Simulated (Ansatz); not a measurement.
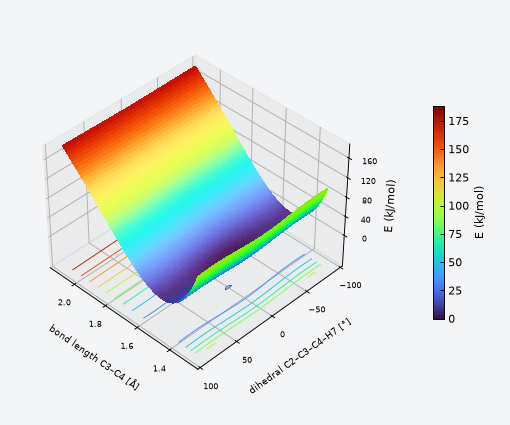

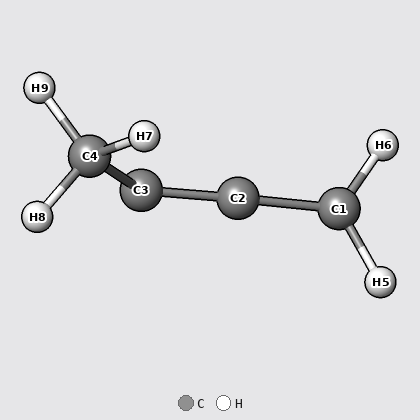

Energy landscape of C4H5, charge −1. The first coordinate is: bond length C3–C4; the second: dihedral C2–C3–C4–H7. Nothing is relaxed (all other coordinates rigid). Grid: 11 × 11 points. Points are written as (first, second). Energies: kJ/mol, counted from the relaxed molecule at the same level. Method: RKS B3LYP-D4/def2-SVPD (Ansatz).

The picture shows a relief with its contours projected below. Between grid points the surface is interpolated. The second picture is the structure at the lowest point.

Question: Describe this landscape.

Answer: The lowest grid point is at (1.533 Å, 0°), 1.4 kJ/mol from the relaxed molecule at the same level. The energy also falls towards the edge at (1.533 Å, −90°) (3.6 kJ/mol above the lowest) and (1.533 Å, 90°) (3.6 kJ/mol above the lowest), where a further well may lie outside the range. The highest grid point, (2.100 Å, 90°), lies 187 kJ/mol above the lowest.

Grid values (kJ/mol):

```csv
"dihedral C2–C3–C4–H7 ↓, bond length C3–C4 →",1.290,1.371,1.452,1.533,1.614,1.695,1.776,1.857,1.938,2.019,2.100
90,99,35,8,5,18,41,69,99,130,160,188
72,100,36,8,5,18,41,69,99,130,159,188
54,99,35,8,5,18,40,68,99,129,159,187
36,97,33,6,4,17,39,68,98,129,158,187
18,94,31,4,2,15,38,67,98,128,158,186
0,93,30,4,1,15,38,66,97,128,158,186
−18,94,31,4,2,15,38,67,98,128,158,186
−36,97,33,6,4,17,39,68,98,129,158,187
−54,99,35,8,5,18,40,68,99,129,159,187
−72,100,36,8,5,18,41,69,99,130,159,188
−90,99,35,8,5,18,41,69,99,130,160,188
```

The input of one point:

```yaml
crystal:
  periodic: [false, false, false]
  atoms:
    - { symbol: C, position_ang: [-0.065397, 1.855016, -0.97897] }
    - { symbol: C, position_ang: [-0.376421, 0.662161, -0.413556] }
    - { symbol: C, position_ang: [-0.74369, -0.449495, 0.099433] }
    - { symbol: C, position_ang: [0.127629, -1.496148, 0.803287] }
    - { symbol: H, position_ang: [0.186991, 1.942819, -2.042989] }
    - { symbol: H, position_ang: [-0.108205, 2.793045, -0.411744] }
    - { symbol: H, position_ang: [1.213235, -1.238265, 0.865822] }
    - { symbol: H, position_ang: [0.059674, -2.479895, 0.300986] }
    - { symbol: H, position_ang: [-0.2192, -1.678793, 1.838194] }
total_charge: -1
basis:
  gaussian: { orbitals: def2-SVPD }
hamiltonian:
  xc: { name: B3LYP }
  dispersion: d4
output:
  forces: true
```

Each point was launched as `ansatz run input.yaml --threads 1 --pin off --max-ram 2560MiB --backend cpu --events-out ev --progress --plain --runs-dir out`. The whole map (121 points run) took 14 min on 1 thread of Arm Neoverse N1 (shared host).
